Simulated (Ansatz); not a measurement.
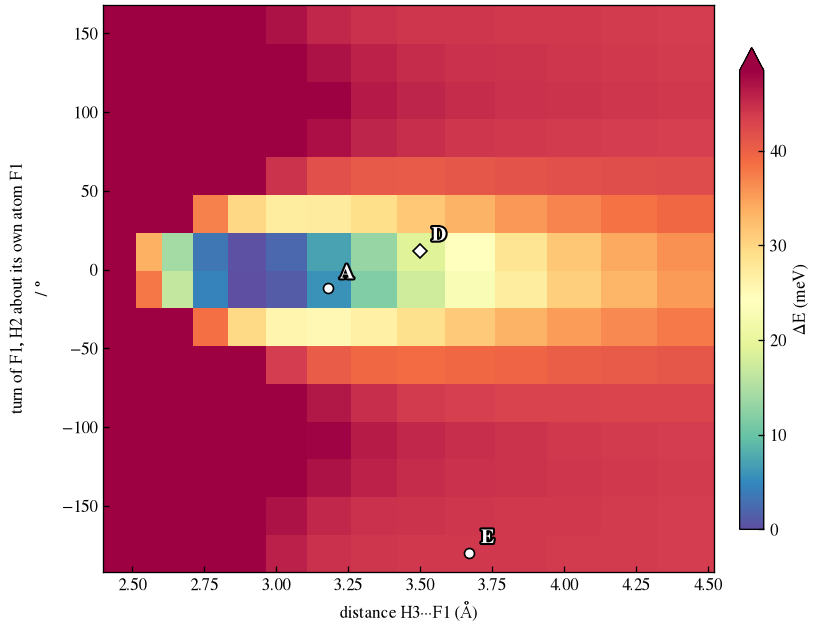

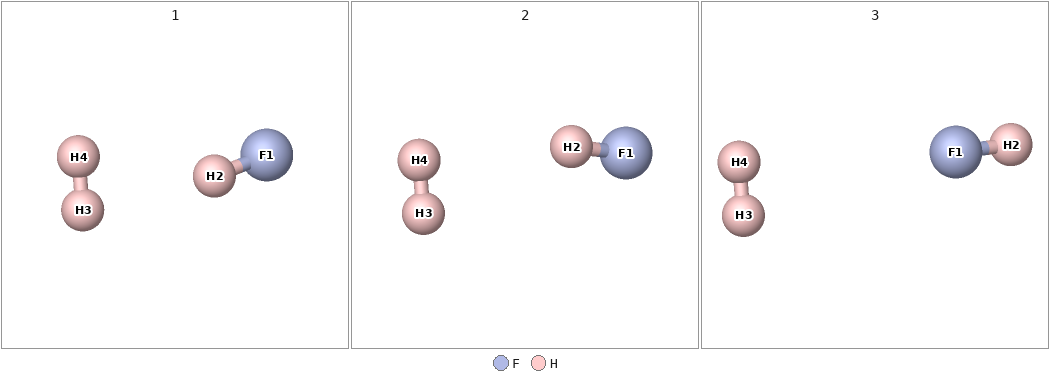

The pair FH···H₂. The turn is about an axis along (−0.95, 0.32, −0.01) in the frame of the relaxed pair, normal to the line between the partners. Coordinates scanned: (1) distance H3···F1; (2) turn of F1, H2 about its own atom F1. The scan uses a 15 × 15 grid. Points are written as (first, second). Energies: meV, counted from the lowest grid point. Theory: RKS B3LYP-D4/def2-TZVPD (Ansatz 0.2.0).

In the figure: one coloured cell a grid point, one colour for all values above the top of the scale, lettered points. The numbered pictures are the structures at these points, in random order.

Q: Which structure belongs to which point?

A: A is structure 1: (3.181 Å, −12°), 6 meV; D is structure 2: (3.501 Å, 12°), 19 meV; E is structure 3: (3.672 Å, −180°), 44 meV.
